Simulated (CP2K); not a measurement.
# Two attempts at C2H4SSi (SMILES S[SiH]1C=C1)

Aim: energy and gradient of C2H4SSi at PM6.

Program for the calculation: CP2K 2026.2.

5 further runs of the same task are left out: 1 that didn't finish, 4 set aside as unsound or not needed.

**1. The structure to begin with**

C2H4SSi has 8 atoms, charge 0, and is taken as a singlet. SMILES: `S[SiH]1C=C1`. The shape is that of a GFN2-xTB optimisation. This is one conformer, not always the lowest.

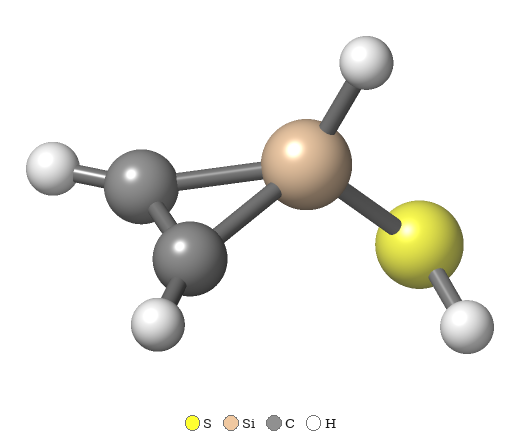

The structure, seen from a chosen angle (sulfur yellow, silicon light orange, carbon grey, hydrogen white).

**2. The input as first written**

molecule.inp

```
&FORCE_EVAL
 METHOD Quickstep
 &DFT
  &QS
   METHOD PM6
   EPS_DEFAULT 1.0E-10
   &SE
    &COULOMB
     CUTOFF [angstrom] 50
     RC_RANGE [angstrom] 0
    &END COULOMB
    &EXCHANGE
     CUTOFF [angstrom] 50
     RC_RANGE [angstrom] 0
    &END EXCHANGE
   &END SE
  &END QS
  &POISSON
   PERIODIC NONE
   POISSON_SOLVER ANALYTIC
  &END POISSON
  &SCF
   SCF_GUESS ATOMIC
   EPS_SCF 1.0E-07
   MAX_SCF 2
   ADDED_MOS 8
   &DIAGONALIZATION
    ALGORITHM STANDARD
   &END DIAGONALIZATION
   &MIXING
    METHOD DIRECT_P_MIXING
    ALPHA 0.4
   &END MIXING
  &END SCF
  &PRINT
   &MOMENTS
    PERIODIC F
    REFERENCE COM
    MAX_MOMENT 1
   &END MOMENTS
   &MO ON
    ENERGIES T
    OCCUPATION_NUMBERS T
    NDIGITS 6
    &EACH
     QS_SCF 0
    &END EACH
    ADD_LAST NUMERIC
   &END MO
   &HIRSHFELD OFF
   &END HIRSHFELD
  &END PRINT
 &END DFT
 &SUBSYS
  &CELL
   ABC 13.7 13.9 13.4
   PERIODIC NONE
  &END CELL
  &COORD
   S     -1.670730     1.132180    -1.177070
   Si    -0.326660     0.559710     0.405110
   C      1.069770    -0.607100     0.014590
   C      0.072080    -1.241250     0.642080
   H     -0.747010     1.696820    -1.942300
   H     -0.314500     1.570560     1.439160
   H      2.038840    -0.870740    -0.368330
   H     -0.121780    -2.240170     0.986770
  &END COORD
  &TOPOLOGY
   &CENTER_COORDINATES
   &END CENTER_COORDINATES
  &END TOPOLOGY
 &END SUBSYS
 &PRINT
  &FORCES ON
  &END FORCES
 &END PRINT
&END FORCE_EVAL

&GLOBAL
 PROJECT_NAME molecule
 RUN_TYPE ENERGY_FORCE
 PRINT_LEVEL MEDIUM
&END GLOBAL
```

Started as:

```bash
$ OMP_NUM_THREADS=1 cp2k.psmp molecule.inp > molecule.out
```

The log of the run:

```text
CP2K| version string:                                       CP2K version 2026.2
 CP2K| Input file name                                              molecule.inp

 GLOBAL| Basis set file name                                           BASIS_SET
 GLOBAL| Potential file name                                           POTENTIAL
 GLOBAL| Coordinate file name                                      __STD_INPUT__
 GLOBAL| Method name                                                        CP2K
 GLOBAL| Project name                                                   molecule
 GLOBAL| Run type                                                   ENERGY_FORCE
 GLOBAL| FFT library                                                       FFTW3
 GLOBAL| Diagonalization library                                       ScaLAPACK
 GLOBAL| Global print level                                               MEDIUM
 GLOBAL| Total number of message passing processes                             1
 GLOBAL| Number of threads for this process                                    1
 GLOBAL| CPU model name                          AMD EPYC 9R45 96-Core Processor

[... 153 lines left out ...]
  Step     Update method      Time    Convergence         Total energy    Change
[... 4 lines left out ...]
  Leaving inner SCF loop after reaching     2 steps.

  Core-core repulsion energy [eV]:                           1042.49764140201660
  Core Hamiltonian energy [eV]:                              -776.41482645811209
  Two-electron integral energy [eV]:                        -1435.71942369087083
  Electronic energy [eV]:                                   -1494.27453830354762

  Total energy [eV]:                                         -451.77689690153073

  Atomic reference energy [eV]:                               547.00029807243880
  Heat of formation [kcal/mol]:                              2195.90397139889456

 *******************************************************************************
 *   ___                                                                       *
 *  /   \                                                                      *
 * [ABORT]                                                                     *
 *  \___/     SCF run NOT converged. To continue the calculation regardless,   *
 *    |             please set the keyword IGNORE_CONVERGENCE_FAILURE.         *
 *  O/|                                                                        *
 * /| |                                                                        *
 * / \                                                            qs_scf.F:702 *
 *******************************************************************************

 ===== Routine Calling Stack =====

            4 scf_env_do_scf
            3 qs_energies
            2 qs_forces
            1 CP2K
```

Wall time 0.76 s (1 thread of AMD EPYC 9R45 (Zen 5), shared host); peak memory 0.18 GiB.

**3. Reading the log**

The iterations ended before the threshold was met.

The telling line is `\___/     SCF run NOT converged. To continue the calculation regardless,`. The fault: few scf steps. Among its listed settings the sound run differs in this, and the input shows the rest: iteration cap 150 in place of 2.

**4. Second attempt**

gas.inp

```
&GLOBAL
  PROJECT gas
  RUN_TYPE ENERGY_FORCE
  PRINT_LEVEL MEDIUM
&END

&FORCE_EVAL
  METHOD Quickstep
  &DFT
    &QS
      METHOD PM6
      EPS_DEFAULT 1.0E-10
      &SE
        &COULOMB
          CUTOFF [angstrom] 50
          RC_RANGE [angstrom] 0
        &END
        &EXCHANGE
          CUTOFF [angstrom] 50
          RC_RANGE [angstrom] 0
        &END
      &END
    &END
    ! isolated system
    &POISSON
      PERIODIC NONE
      POISSON_SOLVER ANALYTIC
    &END
    &SCF
      SCF_GUESS ATOMIC
      EPS_SCF 1.0E-07
      MAX_SCF 150
      ADDED_MOS 8
      &DIAGONALIZATION
        ALGORITHM STANDARD
      &END
      &MIXING
        METHOD DIRECT_P_MIXING
        ALPHA 0.4
      &END
    &END
    ! extra output
    &PRINT
      &MOMENTS
        PERIODIC F
        REFERENCE COM
        MAX_MOMENT 1
      &END
      &MO ON
        ENERGIES T
        OCCUPATION_NUMBERS T
        NDIGITS 6
        &EACH
          QS_SCF 0
        &END
        ADD_LAST NUMERIC
      &END
      &HIRSHFELD OFF
      &END
    &END
  &END
  ! structure
  &SUBSYS
    &CELL
      ABC 13.7 13.9 13.4
      PERIODIC NONE
    &END
    &COORD
      S     -1.670730     1.132180    -1.177070
      Si    -0.326660     0.559710     0.405110
      C      1.069770    -0.607100     0.014590
      C      0.072080    -1.241250     0.642080
      H     -0.747010     1.696820    -1.942300
      H     -0.314500     1.570560     1.439160
      H      2.038840    -0.870740    -0.368330
      H     -0.121780    -2.240170     0.986770
    &END
    &TOPOLOGY
      &CENTER_COORDINATES
      &END
    &END
  &END
  &PRINT
    &FORCES ON
    &END
  &END
&END
```

Started as:

```bash
$ OMP_NUM_THREADS=1 cp2k.psmp -i gas.inp > gas.out 2>&1
```

The log of the run:

```text
CP2K| version string:                                       CP2K version 2026.2
[...]
 GLOBAL| Method name                                                        CP2K
[...]
 GLOBAL| Run type                                                   ENERGY_FORCE
[...]
                             - Atoms:                                          8
[...]
                             - Spherical basis functions:                     30
[...]
 Number of electrons:                                                         22
[...]
     1 P_Mix/Diag. 0.40E+00    0.0     0.74002476       -14.9459308463 -1.49E+01
[...]
    36 DIIS/Diag.  0.94E-07    0.0     0.00000009       -20.0378636143 -2.13E-14
  *** SCF run converged in    36 steps ***
  Core-core repulsion energy [eV]:                           1042.49764140201660
  Core Hamiltonian energy [eV]:                              -847.20429688951344
  Two-electron integral energy [eV]:                        -1481.10268597549111
  Electronic energy [eV]:                                   -1587.75563987725900
  Total energy [eV]:                                         -545.25799847524229
  Atomic reference energy [eV]:                               547.00029807243880
  Heat of formation [kcal/mol]:                                40.17838638197498
[...]
 SE_DIPOLE| Moment [Debye]         -0.99211849      -0.80672204      -0.57584528
 SE_DIPOLE| Derivative [a.u.]       0.00000000       0.00000000       0.00000000
 ENERGY| Total FORCE_EVAL ( QS ) energy [hartree]            -20.037863614344225
 FORCES| Atomic forces [hartree/bohr]
 FORCES|   Atom     x               y               z               |f|
 FORCES|      1 -6.94831653E-03 -7.31087362E-03  1.66376514E-02   1.94560895E-02
 FORCES|      2  1.56777254E-02 -3.98640198E-02 -1.42955452E-02   4.51585403E-02
 FORCES|      3  6.50367122E-03  3.00047352E-02 -5.39691034E-03   3.11722395E-02
 FORCES|      4 -2.59722999E-02  9.69147226E-03  1.48526969E-02   3.14497632E-02
 FORCES|      5  1.11249823E-02  7.82315277E-03 -1.20788723E-02   1.81897253E-02
 FORCES|      6  1.28451441E-03 -3.10148539E-04  2.75867184E-03   3.05882979E-03
 FORCES|      7 -4.69054434E-03 -2.25868168E-03  1.05059717E-03   5.31098894E-03
 FORCES|      8  3.02026746E-03  2.22436349E-03 -3.52828937E-03   5.14962468E-03
 FORCES| Sum    -1.12410081E-15 -6.93889390E-17 -4.99600361E-16
 FORCES| Total atomic force                                       1.23207872E-15
[...]
```

Run time: 0.86 s. Hardware: 1 thread of AMD EPYC 9R45 (Zen 5), shared host; peak memory 0.19 GiB.

**5. Outcome**

Level: PM6.

| quantity | value |
| --- | --- |
| total energy | -20.03786 Eh |
| dipole moment | 1.40 D |
| HOMO energy | -9.17 eV |
| LUMO energy | -0.49 eV |
| HOMO–LUMO gap | 8.68 eV |
| heat of formation at this unrelaxed shape | 40.2 kcal/mol |
| largest force on an atom | 2.322 eV/Å |

What this shows: The largest force is 2.32 eV/Å: the shape isn't a stationary point for this species at this level.
